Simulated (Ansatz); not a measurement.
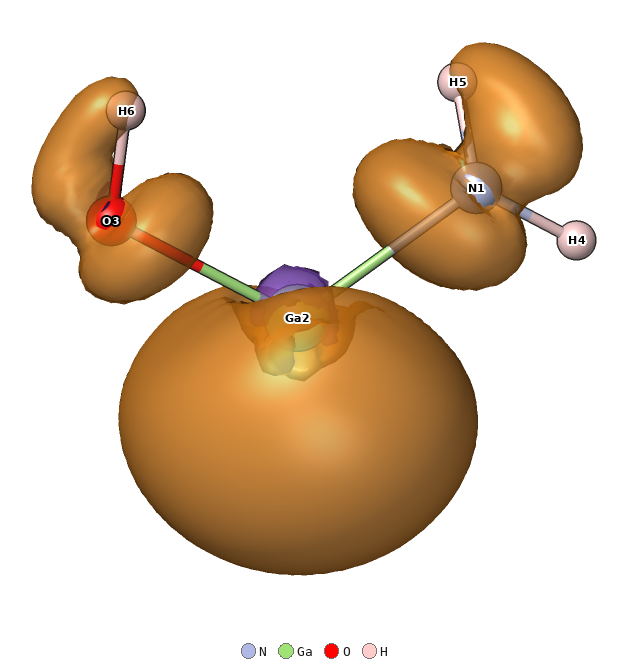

Figure 1: GaH3NO (SMILES [NH2][Ga][OH]) (doublet). Isosurfaces of the spin density (α minus β) at +0.015 (orange) and −0.015 e/Å³ (purple), seen at an oblique angle.

Geometry: PBE0-D4/def2-TZVP.

Method: Ansatz 0.2.0, UKS PBE0-D4/def2-TZVPP.

```yaml
atoms:
  - { symbol: N, position_ang: [0.8183, 0.7481, -0.2725] }
  - { symbol: Ga, position_ang: [0.0794, -0.9171, -0.6250] }
  - { symbol: O, position_ang: [-1.2110, -1.5067, 0.4871] }
  - { symbol: H, position_ang: [1.4526, 1.1297, -0.9596] }
  - { symbol: H, position_ang: [0.1768, 1.4717, 0.0283] }
  - { symbol: H, position_ang: [-1.2741, -0.9896, 1.2955] }
```

Where is the unpaired spin?

Answer. The unpaired spin (1 electron) lies mostly on Ga2 (about 0.8) and N1 (about 0.1), in electrons by Hirshfeld's partition.
